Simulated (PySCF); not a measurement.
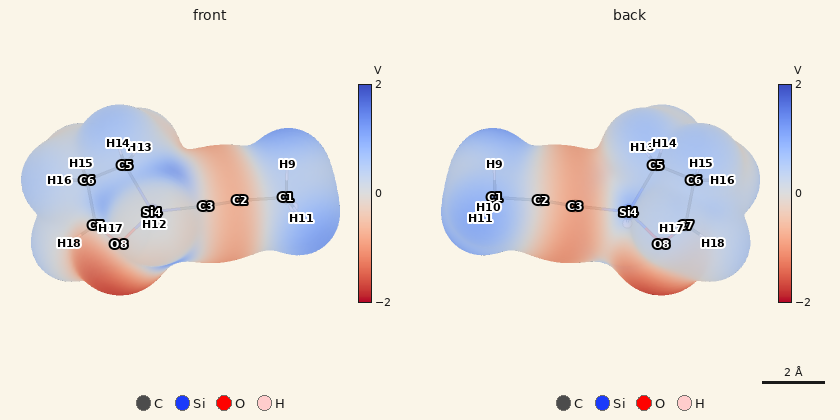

C6H10OSi. The molecular electrostatic potential painted on the density surface at 0.002 e/bohr³, seen from the front and from behind; the colour scale runs from red (negative) to blue (positive).

Geometry: GFN2-xTB, MD frame at 250 fs, 400 K.

These are results of PBE0/pcSseg-1, SCF density, gas phase, non-relativistic in PySCF, not measurements.

```xyz
18

C     3.9747    0.2267    0.6146
C     2.5188   -0.0561    0.3590
C     1.4118   -0.5603    0.4467
Si   -0.3329   -1.2143    0.5396
C    -1.4421    0.2840    0.6475
C    -2.4845    0.0767   -0.4153
C    -1.8935   -0.9285   -1.4348
O    -1.1154   -1.8408   -0.8024
H     3.7895    1.0745    1.2779
H     4.3782    0.5214   -0.3738
H     4.5065   -0.6267    0.9514
H    -0.3666   -2.2489    1.5561
H    -0.9978    1.2412    0.3236
H    -1.8882    0.4700    1.6065
H    -2.6860    1.0368   -1.0303
H    -3.4446   -0.3341   -0.0636
H    -1.3046   -0.4906   -2.1741
H    -2.6386   -1.4797   -1.9713
```

Where is the surface potential most negative and most positive?

The most negative region (about −1.6 V, or −37 kcal/mol for a unit charge) lies over O8, the most positive (about +1.1 V, or +25 kcal/mol for a unit charge) over Si4, H9 and H11. O8 is the likeliest acceptor of a hydrogen bond.
